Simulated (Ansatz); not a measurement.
```yaml
atoms:
  - { symbol: B, position_ang: [-0.0499, -0.3990, -0.2766] }
  - { symbol: C, position_ang: [-0.0289, -0.1657, 2.1953] }
  - { symbol: H, position_ang: [-1.0104, -0.2374, 2.6974] }
  - { symbol: H, position_ang: [0.7895, -0.5075, 2.8561] }
  - { symbol: H, position_ang: [0.1590, 0.8688, 1.8648] }
  - { symbol: H, position_ang: [1.0495, 0.1047, -0.3934] }
  - { symbol: H, position_ang: [-1.0486, 0.2888, -0.3434] }
  - { symbol: H, position_ang: [-0.1591, -1.6083, -0.3954] }
  - { symbol: H, position_ang: [-0.0514, -0.9164, 1.3481] }
```

Computed with RKS PBE-D4/def2-SVP (Ansatz).

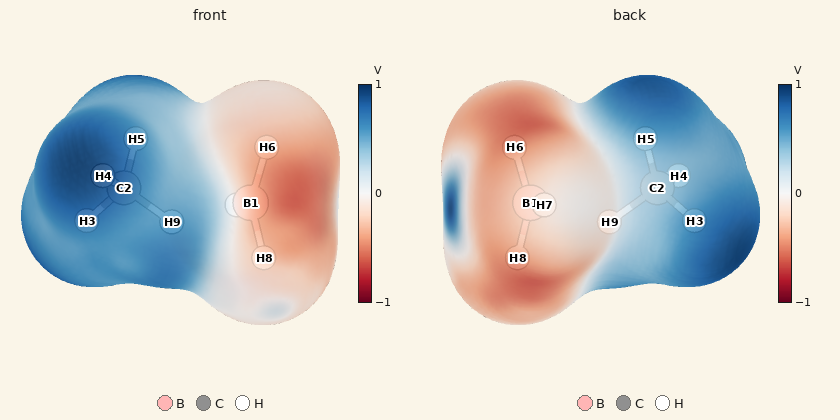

BH$_{3}$···CH$_{4}$. The molecular electrostatic potential painted on the density surface at 0.002 e/bohr³, seen from the front and from behind; the colour scale runs from red (negative) to blue (positive).

**Describe the electrostatic potential map.**

The most negative region (about −0.6 V, or −14 kcal/mol for a unit charge) lies over H7, the most positive (about +1.0 V, or +23 kcal/mol for a unit charge) over H3 and H4.
